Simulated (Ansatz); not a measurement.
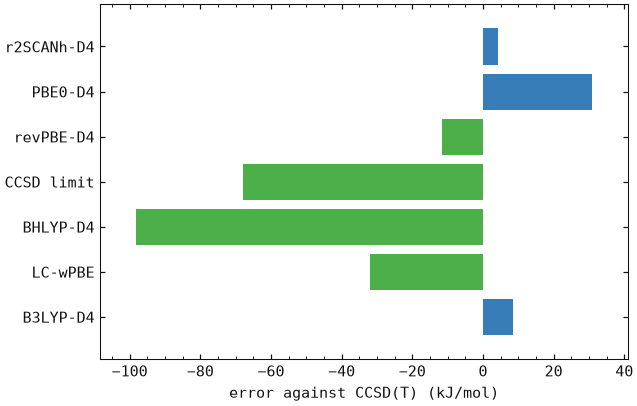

Error in the electronic atomisation energy (method less reference, so positive means overbinding) of C₃H₉PS, SMILES CP(C)(C)=S: functionals in def2-TZVPP against frozen-core CCSD(T) at the limit (MP2 extrapolated from triple and quadruple zeta, plus CCSD(T) less MP2 in a smaller set), which gives 5129.0 kJ/mol, at a PBE0-D4/def2-TZVP geometry (a minimum by its frequencies), no zero-point or spin-orbit term, the Ansatz code 0.2.0. The reference leaves out core correlation, a term that grows with the number of heavy atoms. No dispersion term is added to LC-wPBE. Limit means the basis limit.

Which of these levels overbind, and which underbind?

Overbind: PBE0-D4. Underbind: CCSD limit, BHLYP-D4 and LC-wPBE. Within 25 kJ/mol of zero, too close to call in view of what the reference leaves out: r2SCANh-D4, revPBE-D4 and B3LYP-D4.

Give the values.

| level | kJ/mol |
| --- | --- |
| r2SCANh-D4 | 4.1 |
| PBE0-D4 | 30.8 |
| revPBE-D4 | −11.7 |
| CCSD limit | −67.9 |
| BHLYP-D4 | −98.1 |
| LC-wPBE | −31.9 |
| B3LYP-D4 | 8.5 |
